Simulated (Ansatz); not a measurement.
# C$_{6}$H$_{17}$ClHfN$_{2}$O: what the fields show

```yaml
atoms:
  - { symbol: C, position_ang: [0.2852, -1.6566, 1.9700] }
  - { symbol: C, position_ang: [1.4613, -1.2416, 1.1071] }
  - { symbol: N, position_ang: [1.2850, 0.0262, 0.4175] }
  - { symbol: C, position_ang: [2.5063, 0.3586, -0.2910] }
  - { symbol: C, position_ang: [2.4436, 1.6145, -1.1320] }
  - { symbol: Hf, position_ang: [-0.5079, 1.0059, 0.5268] }
  - { symbol: O, position_ang: [-0.4121, 2.7203, -0.3490] }
  - { symbol: Cl, position_ang: [-1.3901, 1.4072, 2.7258] }
  - { symbol: N, position_ang: [-1.8336, -0.1410, -0.4877] }
  - { symbol: C, position_ang: [-1.6708, -1.3785, -1.2030] }
  - { symbol: C, position_ang: [-3.1858, 0.3649, -0.5516] }
  - { symbol: H, position_ang: [-0.6479, -1.7223, 1.3984] }
  - { symbol: H, position_ang: [0.4655, -2.6478, 2.3899] }
  - { symbol: H, position_ang: [0.1290, -0.9690, 2.8039] }
  - { symbol: H, position_ang: [2.3606, -1.1915, 1.7399] }
  - { symbol: H, position_ang: [1.6614, -2.0305, 0.3641] }
  - { symbol: H, position_ang: [2.7789, -0.4891, -0.9398] }
  - { symbol: H, position_ang: [3.3304, 0.4528, 0.4336] }
  - { symbol: H, position_ang: [1.6756, 1.5420, -1.9061] }
  - { symbol: H, position_ang: [3.4047, 1.7704, -1.6267] }
  - { symbol: H, position_ang: [2.2256, 2.4984, -0.5298] }
  - { symbol: H, position_ang: [-0.7948, 3.3424, -0.9609] }
  - { symbol: H, position_ang: [-2.3153, -2.1717, -0.7944] }
  - { symbol: H, position_ang: [-0.6357, -1.7223, -1.1481] }
  - { symbol: H, position_ang: [-1.9293, -1.2681, -2.2665] }
  - { symbol: H, position_ang: [-3.2852, 1.3022, 0.0099] }
  - { symbol: H, position_ang: [-3.9052, -0.3419, -0.1140] }
  - { symbol: H, position_ang: [-3.4994, 0.5663, -1.5863] }
```

Geometry: PBE0-D4/def2-TZVP; core potentials replace the inner electrons of Hf.

All numbers below come from RKS PBE0-D4/def2-TZVPP (Ansatz).

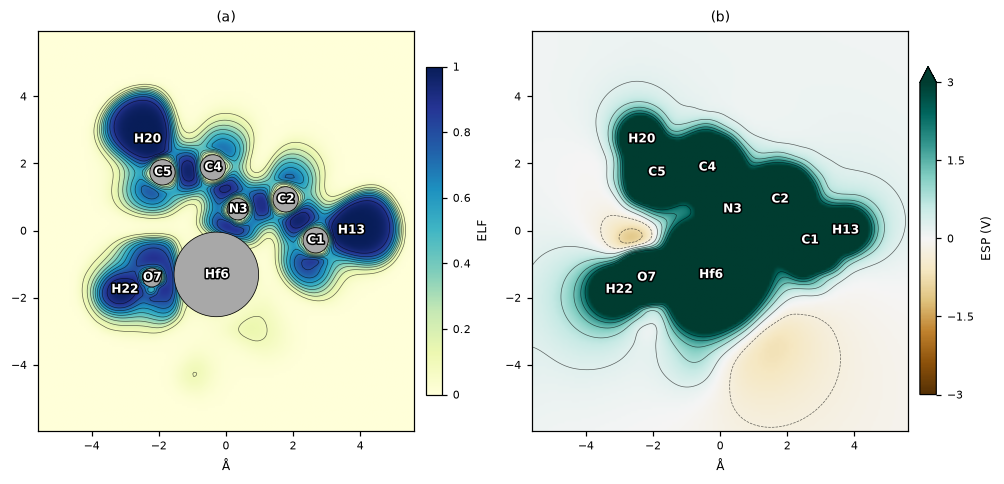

Figure 1. (a) ELF; (b) electrostatic potential on the plane of atoms C2, Hf6 and N3. Grey discs cover the atomic cores in the ELF map.

Interpret the plot.

Answer. The plane passes through C, N, Hf, O and H nuclei. C–N (1.45 Å): the ELF peaks at about 0.90 between the atoms: a covalent bond. C–C (1.51 Å): the ELF peaks at about 0.95 between the atoms, as expected for a shared electron pair. Hf–O (1.93 Å): the ELF peaks at about 0.80 in the valence shell of O, 0.5 Å from its nucleus, and drops to about 0.25 between the two atoms. Hf–N (2.05 Å): the ELF peaks at about 0.90 in the valence shell of N, 0.6 Å from its nucleus, and is about 0.30 at the midpoint. O–H (0.95 Å): the ELF climbs to about 1 towards the hydrogen, as it does in any bond to H (a covalent bond by its length). Outside the dense part of the molecule the potential is most negative (−1.1 V) near O7.

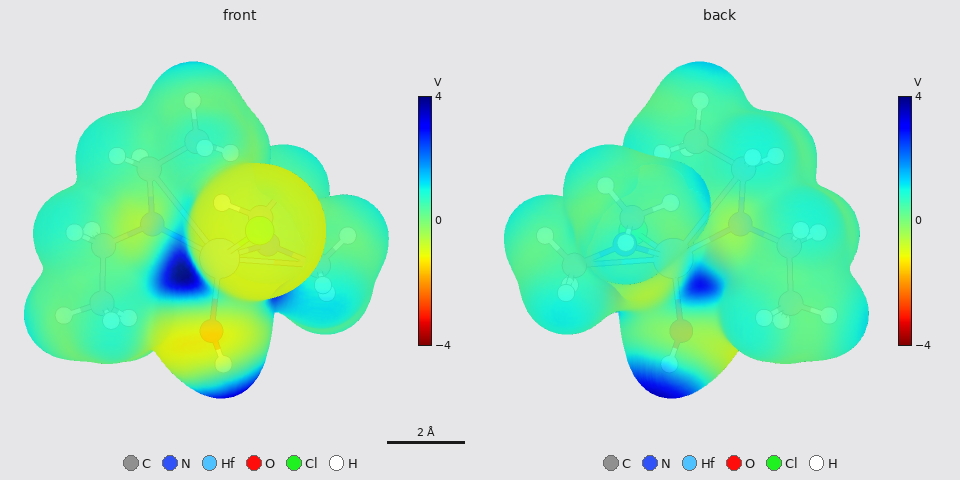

Figure 2. The electrostatic potential painted on the density surface at 0.004 e/bohr³, seen from the front and from behind; red is negative and blue positive.

Where is the surface potential most negative and most positive?

Answer. The most negative region (about −1.2 V) lies over O7, the most positive (about +3.5 V) over Hf6 and H22. O7 is the likeliest acceptor of a hydrogen bond.
